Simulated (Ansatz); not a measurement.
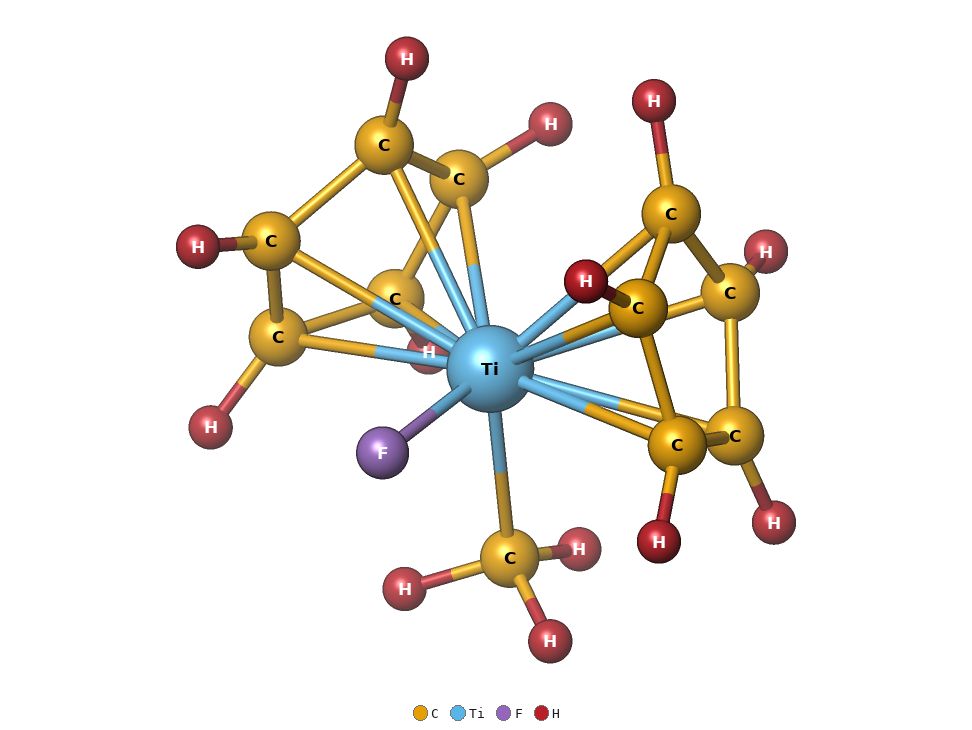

Atoms fade into the background with distance from the viewer. Charge 0, singlet. Computed geometry: PBE0-D4/def2-TZVP optimisation. No frequency run is at hand to confirm it as a minimum.

Q: List the symmetry elements and name the point group.

A: It has no symmetry element but the identity, so the point group is C1. The group has 1 operation. The geometry is chiral, and symmetry allows a dipole moment.
